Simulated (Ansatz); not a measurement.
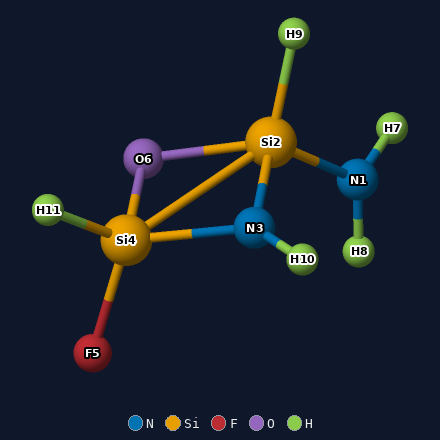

The system is FH₅N₂OSi₂; the picture shows the reference structure. 
- The first coordinate is: angle H7–N1–Si2; the second: dihedral H7–N1–Si2–Si4.
- Nothing is relaxed (all other coordinates rigid).
- The scan uses a 9 × 10 grid.
- Energies: kJ/mol, counted from the relaxed molecule at the same level.
- Level of theory: RKS PBE0-D4/def2-SVP (Ansatz).

Its coordinates:

```tsv
atom	x (Å)	y (Å)	z (Å)
N	1.8438	0.8696	-0.3622
Si	0.1869	0.8393	0.0205
N	-0.3082	-0.4629	1.0797
Si	-1.3944	-1.0493	-0.1237
F	-1.0233	-2.5080	-0.7184
O	-0.9095	0.1983	-1.1245
H	2.2990	1.7204	-0.6690
H	2.3487	0.0373	-0.6438
H	-0.1826	2.2297	0.3829
H	-0.0175	-0.7645	1.9987
H	-2.8427	-1.1099	0.1597
```

Range: angle H7–N1–Si2 from 96.4 to 146.4°; dihedral H7–N1–Si2–Si4 from −180 to 144°.

Question: What will the energy surface look like?

Answer: The lowest grid point is at angle H7–N1–Si2 = 121.4°, dihedral H7–N1–Si2–Si4 = 144°, 0.6 kJ/mol from the relaxed molecule at the same level. A higher local minimum lies near angle H7–N1–Si2 = 121.4°, dihedral H7–N1–Si2–Si4 = −36° (4.4 kJ/mol above the lowest at that grid point). The highest grid point, angle H7–N1–Si2 = 96.4°, dihedral H7–N1–Si2–Si4 = 72°, lies 75 kJ/mol above the lowest. On the interpolated surface the easiest way out of the lowest well to the well at about angle H7–N1–Si2 = 122°, dihedral H7–N1–Si2–Si4 = −25° passes a barrier of about 31 kJ/mol. Round the minimum the two coordinates are nearly uncoupled.

```tsv
dihedral H7–N1–Si2–Si4 ↓, angle H7–N1–Si2 →	96.4	102.7	108.9	115.2	121.4	127.7	133.9	140.2	146.4
144	44	25	12	3	1	3	11	24	43
108	61	41	27	18	15	17	24	37	54
72	76	56	43	34	31	32	39	52	69
36	69	50	36	28	25	27	34	47	65
0	54	34	20	11	8	11	19	32	51
−36	49	30	16	8	5	7	15	28	46
−72	63	44	31	22	19	21	28	40	57
−108	75	56	43	35	32	35	42	54	72
−144	67	48	35	28	25	28	36	49	68
−180	49	30	17	9	7	10	18	31	50
```

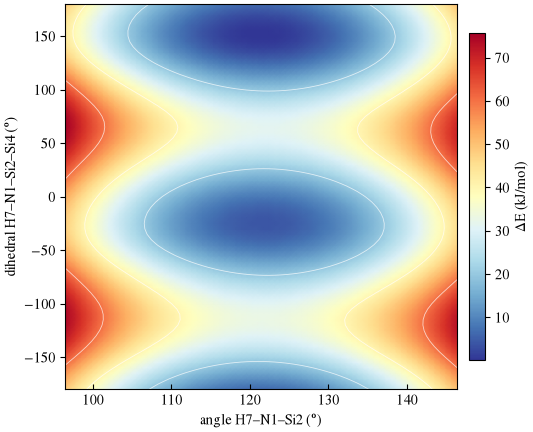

The picture shows a smooth colour map with a few white contour lines. Between grid points the surface is interpolated.

Each point was launched as `ansatz run input.yaml --threads 1 --pin off --max-ram 2560MiB --backend cpu --events-out ev --progress --plain --runs-dir out`. The whole map (90 points run) took 8.6 min on 1 thread of Arm Neoverse V2, on a shared host.
